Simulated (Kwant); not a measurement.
Device: GaAs/Al0.3Ga0.7As stack with 1 barrier. One parabolic valley. Leads of mass 0.067 mₑ with the band edge at 0; grid 0.1 nm; bias swept from 0.0096 to 0.44756 V, dropping linearly over the stack. Emitter Fermi level 0.019 eV, 77 K, equal in the collector.

```
layer  thickness (nm)  band offset (eV)  mass (mₑ)
-----  --------------  ----------------  ---------
1                 3.8              0.24      0.092
```

The device is made up for the run: typed textbook-type constants, with dimensions and the other settings drawn at random.

Kwant, one-band effective-mass tight-binding model in one dimension, coherent, no space charge, current by the Tsu-Esaki formula.

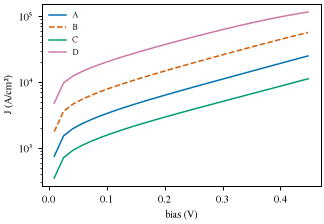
Fig. 1. J (A/cm²) of 4 runs

| bias (V) | A | B | C | D |
|---|---|---|---|---|
| 0.009600 | 747 | 1760 | 349 | 4800 |
| 0.02582 | 1530 | 3600 | 715 | 9700 |
| 0.05826 | 2350 | 5500 | 1100 | 14600 |
| 0.07448 | 2720 | 6360 | 1280 | 16700 |
| 0.1069 | 3500 | 8150 | 1640 | 21100 |
| 0.1231 | 3910 | 9120 | 1830 | 23500 |
| 0.1556 | 4830 | 11200 | 2260 | 28700 |
| 0.1880 | 5870 | 13700 | 2740 | 34500 |
| 0.2042 | 6460 | 15000 | 3000 | 37800 |
| 0.2367 | 7780 | 18100 | 3600 | 45100 |
| 0.2529 | 8520 | 19900 | 3940 | 49100 |
| 0.2853 | 10200 | 23900 | 4690 | 58000 |
| 0.3178 | 12200 | 28600 | 5590 | 68000 |
| 0.3340 | 13400 | 31200 | 6090 | 73400 |
| 0.3665 | 16000 | 37200 | 7250 | 85000 |
| 0.3827 | 17500 | 40500 | 7900 | 91000 |
| 0.4151 | 20900 | 48000 | 9410 | 103000 |
| 0.4476 | 24900 | 56500 | 11200 | 116000 |

Problem. Column A is the base. The others each differ by one change: height of the first barrier 0.24 → 0.14 eV; height of the first barrier 0.24 → 0.19 eV; height of the first barrier 0.24 → 0.29 eV. Which is which?

Solution. B: height of the first barrier 0.24 → 0.19 eV; C: height of the first barrier 0.24 → 0.29 eV; D: height of the first barrier 0.24 → 0.14 eV.
